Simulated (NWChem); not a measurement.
Single-point calculation, with input and output: BN2H5 (charge −1) (part 3 of 3)

Continued. System: BN2H5, charge −1, multiplicity 2. Method: HF/3-21G, UHF (NWChem 7.3.0). The geometry is that of the parent species in another charge or spin state. The geometry comes from this level: PBE0-D4/def2-TZVP.

Geometry of the input (Å):
```
N  -0.9710  0.5165  -0.5811
B  0.1942  0.3866  0.2005
N  0.8482  -0.8452  0.4014
H  -1.4268  -0.2445  -1.0534
H  -1.4239  1.4009  -0.7137
H  0.6497  1.3686  0.7180
H  1.6767  -0.9198  0.9609
H  0.5450  -1.7203  0.0116
```

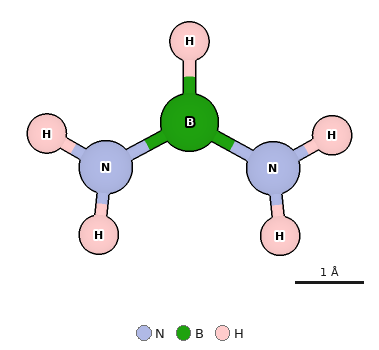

**Figure 1.** The structure as given in the input (ball-and-stick view, seen on its broad side).

Output, continued
```
 Vector   19  Occ=0.000000D+00  E= 7.076407D-01
              MO Center=  4.5D-01,  9.3D-01,  4.9D-01, r^2= 2.9D+00
   Bfn.  Coefficient  Atom+Function         Bfn.  Coefficient  Atom+Function
  ----- ------------  ---------------      ----- ------------  ---------------
    15      2.550361  2 B  s                 33     -2.422651  6 H  s
    17      1.127623  2 B  py                18      0.592947  2 B  pz
    16      0.521196  2 B  px                26     -0.410975  3 N  py
     6     -0.267514  1 N  s                 24     -0.266532  3 N  s
     7     -0.259279  1 N  px                 8     -0.255690  1 N  py

 Vector   20  Occ=0.000000D+00  E= 7.465928D-01
              MO Center= -1.1D-01, -2.8D-01, -1.5D-01, r^2= 3.0D+00
   Bfn.  Coefficient  Atom+Function         Bfn.  Coefficient  Atom+Function
  ----- ------------  ---------------      ----- ------------  ---------------
    17      1.853893  2 B  py                15     -1.293535  2 B  s
    33     -1.097409  6 H  s                 18      0.976886  2 B  pz
    16      0.859805  2 B  px                 6      0.679073  1 N  s
    24      0.679066  3 N  s                  7      0.545347  1 N  px
    25     -0.519926  3 N  px                29      0.450992  4 H  s

 Vector   21  Occ=0.000000D+00  E= 1.010980D+00
              MO Center=  4.2D-01,  8.7D-01,  4.5D-01, r^2= 2.1D+00
   Bfn.  Coefficient  Atom+Function         Bfn.  Coefficient  Atom+Function
  ----- ------------  ---------------      ----- ------------  ---------------
    15      1.402250  2 B  s                 13     -0.786088  2 B  py
    17      0.755544  2 B  py                11     -0.578607  2 B  s
    14     -0.414272  2 B  pz                18      0.398180  2 B  pz
    12     -0.364629  2 B  px                16      0.350466  2 B  px
    31     -0.348478  5 H  s                 35     -0.348452  7 H  s

 Vector   22  Occ=0.000000D+00  E= 1.038416D+00
              MO Center=  2.0D-01,  4.0D-01,  2.1D-01, r^2= 1.7D+00
   Bfn.  Coefficient  Atom+Function         Bfn.  Coefficient  Atom+Function
  ----- ------------  ---------------      ----- ------------  ---------------
    14      0.947998  2 B  pz                18     -0.724653  2 B  pz
    12     -0.657612  2 B  px                16      0.502685  2 B  px
    13     -0.194564  2 B  py

 Vector   23  Occ=0.000000D+00  E= 1.235063D+00
              MO Center=  1.0D-01,  1.9D-01,  9.7D-02, r^2= 1.6D+00
   Bfn.  Coefficient  Atom+Function         Bfn.  Coefficient  Atom+Function
  ----- ------------  ---------------      ----- ------------  ---------------
    12      1.014705  2 B  px                13     -0.759371  2 B  py
    14      0.548039  2 B  pz                26     -0.495823  3 N  py
     7      0.478539  1 N  px                16     -0.328096  2 B  px
     9      0.316770  1 N  pz                25      0.282778  3 N  px
    29      0.272266  4 H  s                 37     -0.272393  8 H  s

 center of mass
 --------------
 x =   0.01884352 y =  -0.01984373 z =  -0.01656542

 moments of inertia (a.u.)
 ------------------
         120.153572691406          69.608195970409         -63.352513196543
          69.608195970409         149.437894014826          31.328461377061
         -63.352513196543          31.328461377061         194.557356706299

  Mulliken analysis of the total density
  --------------------------------------

    Atom       Charge   Shell Charges
 -----------   ------   -------------------------------------------------------
    1 N    7     7.90   1.99  0.36  1.88  1.27  2.41
    2 B    5     4.85   1.99  0.31  1.27  0.32  0.95
    3 N    7     7.90   1.99  0.36  1.88  1.27  2.41
    4 H    1     0.80   0.46  0.34
    5 H    1     0.78   0.46  0.32
    6 H    1     1.18   0.44  0.74
    7 H    1     0.78   0.46  0.32
    8 H    1     0.80   0.46  0.34

  Mulliken analysis of the alpha density
  --------------------------------------

    Atom       Charge   Shell Charges
 -----------   ------   -------------------------------------------------------
    1 N    7     3.98   0.99  0.18  0.98  0.64  1.19
    2 B    5     2.98   0.99  0.16  0.79  0.23  0.80
    3 N    7     3.98   0.99  0.18  0.98  0.64  1.19
    4 H    1     0.39   0.23  0.16
    5 H    1     0.38   0.23  0.15
    6 H    1     0.51   0.21  0.31
    7 H    1     0.38   0.23  0.15
    8 H    1     0.39   0.23  0.16

   Mulliken analysis of the beta density
   -------------------------------------

    Atom       Charge   Shell Charges
 -----------   ------   -------------------------------------------------------
    1 N    7     3.93   0.99  0.18  0.90  0.64  1.22
    2 B    5     1.87   0.99  0.15  0.49  0.09  0.15
    3 N    7     3.93   0.99  0.18  0.90  0.64  1.22
    4 H    1     0.41   0.23  0.17
    5 H    1     0.40   0.23  0.16
    6 H    1     0.67   0.24  0.43
    7 H    1     0.40   0.23  0.16
    8 H    1     0.41   0.23  0.17

   Mulliken analysis of the spin density
   -------------------------------------

    Atom       Charge   Shell Charges
 -----------   ------   -------------------------------------------------------
    1 N    7     0.05   0.00  0.00  0.07 -0.00 -0.03
    2 B    5     1.11   0.00  0.01  0.30  0.14  0.65
    3 N    7     0.05   0.00  0.00  0.07 -0.00 -0.03
    4 H    1    -0.01  -0.00 -0.01
    5 H    1    -0.01  -0.01 -0.01
    6 H    1    -0.16  -0.03 -0.13
    7 H    1    -0.01  -0.01 -0.01
    8 H    1    -0.01  -0.00 -0.01

       Multipole analysis of the density wrt the origin
       ------------------------------------------------

     L   x y z        total         alpha         beta         nuclear
     -   - - -        -----         -----         ----         -------
     0   0 0 0     -1.000000    -13.000000    -12.000000     24.000000

     1   1 0 0     -0.504394     -0.547425     -0.206602      0.249633
     1   0 1 0     -1.026678     -0.394003      0.280062     -0.912738
     1   0 0 1     -0.534701     -0.128171      0.220859     -0.627389

     2   2 0 0    -17.159268    -44.538552    -41.964590     69.343874
     2   1 1 0     -1.148827     19.669961     19.855827    -40.674615
     2   1 0 1      1.919698    -18.381921    -19.447436     39.749055
     2   0 2 0    -16.795862    -36.650675    -34.839879     54.694692
     2   0 1 1     -0.062475      8.637414      8.268544    -16.968434
     2   0 0 2    -18.915286    -23.175335    -19.846785     24.106834

 Task  times  cpu:        4.1s     wall:        4.1s
 Total times  cpu:        4.2s     wall:        4.2s
```

Key numbers

```csv
quantity,value
outcome,converged
total energy,−135.600976 hartree
basis functions,37
⟨S²⟩,0.759
hardware,"1 thread of Intel Xeon (Sapphire Rapids), 16 GiB of memory available, shared host"
wall time,4.8 s
peak memory,0.099 GiB
```
